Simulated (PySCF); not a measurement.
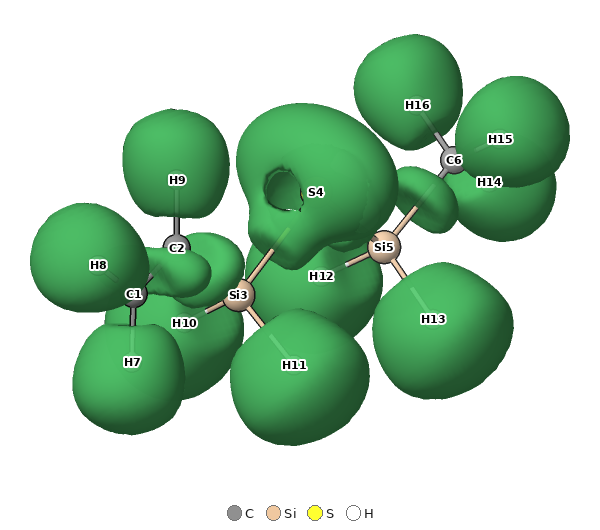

The picture shows: C3H10SSi2 (SMILES C=C[SiH2]S[SiH2]C). Isosurface of the ELF at 0.8 (green), seen at an oblique angle. Only the valence region is drawn (cores and ρ < 0.01 e/Å³ removed).

Geometry: GFN2-xTB.

These are results of PySCF, PBE0/def2-SVPD, SCF density, gas phase, not measurements.

Input file:

```
{"job": {"kind": "uv", "xc": "PBE0", "basis": "def2-SVPD", "nstates": 8, "ntriplets": 3}, "charge": 0, "multiplicity": 1}
C      3.985087     0.372235    -0.142160
C      2.773368     0.399864     0.389651
Si     1.252934    -0.326378    -0.433788
S     -0.393916     0.487432     0.681624
Si    -2.111633    -0.398190    -0.258402
C     -3.615113     0.260570     0.674280
H      4.171766    -0.077126    -1.104437
H      4.846325     0.794923     0.352318
H      2.638166     0.866585     1.358045
H      1.195429    -1.784468    -0.330306
H      1.111186     0.073959    -1.832426
H     -1.978788    -1.849534    -0.148374
H     -2.108564    -0.002319    -1.665370
H     -4.531147    -0.171540     0.283697
H     -3.688318     1.340753     0.586199
H     -3.554382     0.022177     1.732327
```

Launched as:

```sh
OMP_NUM_THREADS=1 python probes_run.py task.json out
```

Describe the localisation domains.

At this value the surface marks out one region between bonded C–C atoms (shared pairs), two regions between bonded C–Si atoms (shared pairs), ten regions around hydrogen nuclei and one region on S in which the atom's valence shell and bonds are merged.

Values along the shortest contacts:
C–C (1.32 Å): the ELF peaks at about 0.95 between the atoms; a short, multiple covalent bond. C–Si (1.88 Å): the ELF peaks at about 0.95 between the atoms: localised, covalent bonding.
